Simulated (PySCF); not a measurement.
# Run report: CH₂ClGeN, geometry relaxation

System: CH₂ClGeN, SMILES N#[C][GeH2][Cl].
Method: PBE0-D3(BJ)/def2-SVP geometry optimisation, gas phase (PySCF 2.14.0).

It belongs to a series of runs on one base structure; here: H on Ge replaced by CN.

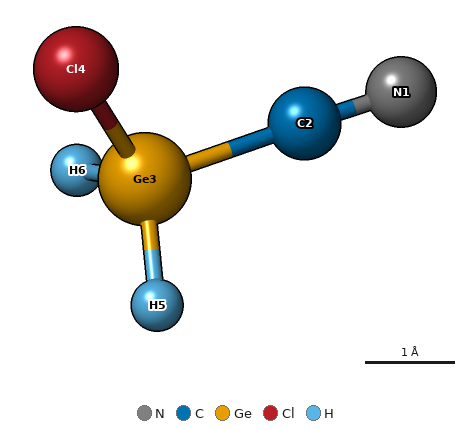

The input geometry (ball-and-stick view, seen at a tilt; atoms are numbered from 1 in the order of the input). Sticks mark near contacts.

## The input
```
{"job": {"xc": "PBE0", "basis": "def2-SVP", "d3": "d3bj", "grid": 1, "shake": 0.01, "kind": "geom"}, "charge": 0, "multiplicity": 1}
N      2.507820     0.164200    -0.006620
C      1.344150     0.062690    -0.007030
Ge    -0.582570    -0.158530    -0.004790
Cl    -1.398920     1.735370    -0.103610
H     -0.922780    -0.854660     1.281670
H     -0.923530    -0.979090    -1.204280
```

The first line tells a small driver script what to run in PySCF; the rest is the geometry in Å.

Hardware: 1 CPU thread, shared host.

Launch command:
```bash
OMP_NUM_THREADS=1 python <driver script> task.json out
```

## What the program printed
```
step   0  E = -2630.27897215  max force = 0.028208
step   1  E = -2630.28139228  max force = 0.015498
step   2  E = -2630.28204159  max force = 0.003994
step   3  E = -2630.28235148  max force = 0.003354
step   4  E = -2630.28246404  max force = 0.002891
step   5  E = -2630.28254692  max force = 0.002266
step   6  E = -2630.28256042  max force = 0.000732
step   7  E = -2630.28255696  max force = 0.000621
step   8  E = -2630.28255733  max force = 0.000586
step   9  E = -2630.28255853  max force = 0.000418
optimisation converged
```

## Trajectory as extended XYZ (Å, eV, eV/Å), 10 frames, from step=0 to step=9
```
6
Properties=species:S:1:pos:R:3:forces:R:3 step=0 energy=-71573.53645
N     2.5078    0.1642   -0.0066   -1.0911  -0.0773  -0.0015
C     1.3441    0.0627   -0.0070    0.8979   0.0625  -0.0174
Ge   -0.5826   -0.1585   -0.0048    1.2867  -1.0253   0.2175
Cl   -1.3989    1.7354   -0.1036   -0.6853   1.4505  -0.0608
H    -0.9228   -0.8547    1.2817   -0.1921  -0.1306   0.4961
H    -0.9235   -0.9791   -1.2043   -0.2162  -0.2798  -0.6340
6
Properties=species:S:1:pos:R:3:forces:R:3 step=1 energy=-71573.60231
N     2.4507    0.4380   -0.0721    0.7174   0.0837  -0.0023
C     1.3584    0.0708   -0.0153   -0.7970  -0.1314  -0.0005
Ge   -0.5359   -0.2759    0.0179   -0.1184   0.3825  -0.0801
Cl   -1.3926    1.7210   -0.0778    0.0989  -0.4397   0.0353
H    -0.9283   -0.9270    1.3482    0.0500   0.0311  -0.0922
H    -0.9286   -1.0569   -1.2452    0.0492   0.0738   0.1398
6
Properties=species:S:1:pos:R:3:forces:R:3 step=2 energy=-71573.61997
N     2.4655    0.4047   -0.0681   -0.0198  -0.1370   0.0298
C     1.3556    0.0724   -0.0183    0.0344   0.1501  -0.0406
Ge   -0.5367   -0.2572    0.0139   -0.0707   0.2054  -0.0045
Cl   -1.4248    1.7085   -0.0718    0.0479  -0.1924   0.0122
H    -0.9135   -0.9166    1.3372    0.0090  -0.0174   0.0193
H    -0.9224   -1.0416   -1.2372   -0.0007  -0.0086  -0.0162
6
Properties=species:S:1:pos:R:3:forces:R:3 step=3 energy=-71573.62841
N     2.4820    0.3584   -0.0628   -0.1380  -0.1290   0.0237
C     1.3564    0.0791   -0.0228    0.1518   0.1724  -0.0371
Ge   -0.5388   -0.2347    0.0107    0.0149  -0.0714   0.0345
Cl   -1.4582    1.6995   -0.0656   -0.0187   0.0575  -0.0048
H    -0.8983   -0.9067    1.3330   -0.0009  -0.0132   0.0217
H    -0.9194   -1.0254   -1.2367   -0.0091  -0.0163  -0.0380
6
Properties=species:S:1:pos:R:3:forces:R:3 step=4 energy=-71573.63147
N     2.4907    0.3227   -0.0597   -0.0678  -0.0786   0.0123
C     1.3561    0.0847   -0.0264    0.0677   0.1187  -0.0220
Ge   -0.5410   -0.2225    0.0101    0.0445  -0.1487   0.0230
Cl   -1.4723    1.7025   -0.0628   -0.0312   0.1088  -0.0051
H    -0.8904   -0.9016    1.3327   -0.0053   0.0009   0.0081
H    -0.9195   -1.0157   -1.2382   -0.0079  -0.0013  -0.0164
6
Properties=species:S:1:pos:R:3:forces:R:3 step=5 energy=-71573.63373
N     2.4993    0.2734   -0.0568    0.0234  -0.0163  -0.0007
C     1.3553    0.0899   -0.0315   -0.0353   0.0308  -0.0020
Ge   -0.5434   -0.2109    0.0100    0.0408  -0.1165   0.0014
Cl   -1.4783    1.7145   -0.0592   -0.0156   0.0785   0.0000
H    -0.8853   -0.8940    1.3335   -0.0076   0.0123  -0.0045
H    -0.9240   -1.0029   -1.2402   -0.0057   0.0111   0.0057
6
Properties=species:S:1:pos:R:3:forces:R:3 step=6 energy=-71573.63409
N     2.5020    0.2488   -0.0568    0.0309   0.0045  -0.0046
C     1.3546    0.0880   -0.0338   -0.0377  -0.0118   0.0042
Ge   -0.5444   -0.2082    0.0100    0.0135  -0.0354  -0.0058
Cl   -1.4693    1.7259   -0.0568    0.0030   0.0241   0.0033
H    -0.8883   -0.8884    1.3342   -0.0056   0.0089  -0.0049
H    -0.9309   -0.9960   -1.2410   -0.0040   0.0096   0.0078
6
Properties=species:S:1:pos:R:3:forces:R:3 step=7 energy=-71573.63400
N     2.5033    0.2310   -0.0588    0.0128   0.0095  -0.0054
C     1.3544    0.0805   -0.0355   -0.0117  -0.0316   0.0048
Ge   -0.5454   -0.2072    0.0101   -0.0097   0.0319  -0.0054
Cl   -1.4531    1.7380   -0.0538    0.0141  -0.0166   0.0050
H    -0.8951   -0.8826    1.3348   -0.0024   0.0021  -0.0021
H    -0.9404   -0.9896   -1.2411   -0.0031   0.0047   0.0030
6
Properties=species:S:1:pos:R:3:forces:R:3 step=8 energy=-71573.63401
N     2.5032    0.2304   -0.0597   -0.0015   0.0050  -0.0045
C     1.3544    0.0781   -0.0355    0.0040  -0.0261   0.0033
Ge   -0.5456   -0.2072    0.0102   -0.0092   0.0301  -0.0033
Cl   -1.4497    1.7394   -0.0531    0.0121  -0.0132   0.0046
H    -0.8967   -0.8819    1.3348   -0.0021   0.0007  -0.0009
H    -0.9421   -0.9887   -1.2410   -0.0034   0.0035   0.0007
6
Properties=species:S:1:pos:R:3:forces:R:3 step=9 energy=-71573.63404
N     2.5034    0.2311   -0.0599   -0.0092   0.0017  -0.0039
C     1.3548    0.0773   -0.0353    0.0108  -0.0208   0.0024
Ge   -0.5454   -0.2071    0.0102   -0.0077   0.0215  -0.0026
Cl   -1.4496    1.7389   -0.0532    0.0100  -0.0044   0.0046
H    -0.8971   -0.8818    1.3347   -0.0013   0.0000  -0.0002
H    -0.9424   -0.9883   -1.2409   -0.0026   0.0020  -0.0004
```

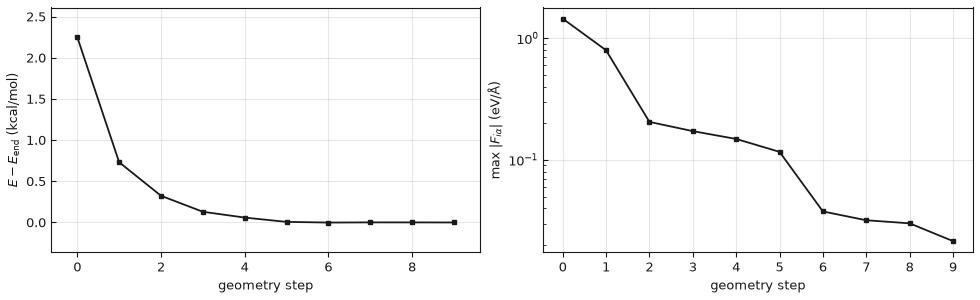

Progress of the relaxation, step by step (steps are counted from 0).

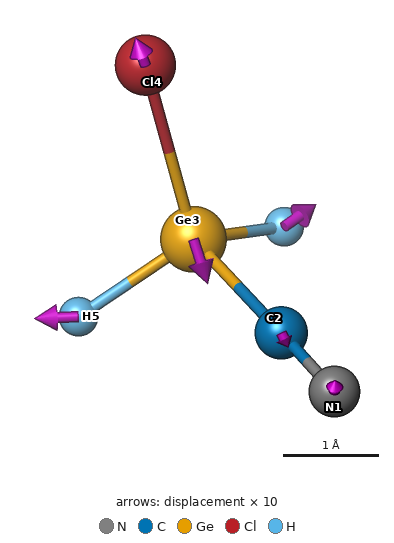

The starting structure with the displacements as pink arrows, magnified 10 times (ball-and-stick view, seen at a tilt). The two geometries are laid on each other by the best rigid fit. Ge3 moves most after the best rigid fit: 0.050 Å. Largest moves by element: Ge 0.050 Å, H 0.048 Å, Cl 0.034 Å, C 0.018 Å, N 0.017 Å. Among the contacts that change: Ge3–Cl4 2.065 → 2.147 Å, Ge3–H6 1.493 → 1.527 Å, Ge3–H5 1.502 → 1.527 Å, C2–Ge3 1.939 → 1.922 Å. Among the angles that change: Cl4–Ge3–H5 112.1° → 109.2°, H5–Ge3–H6 112.4° → 115.1°, C2–Ge3–H5 106.2° → 108.3°. After 9 geometry steps the energy has fallen by 2.25 kcal/mol. Largest force component: 1.5 eV/Å at the start, 0.021 eV/Å at the end. (Atoms are counted from 1 in the order of the input.)

## Summary

- outcome: converged
- total energy: −2630.282559 hartree
- dipole moment: 3.37 D
- point group: Cs
- wall time: 21 s
- peak memory: 0.36 GiB
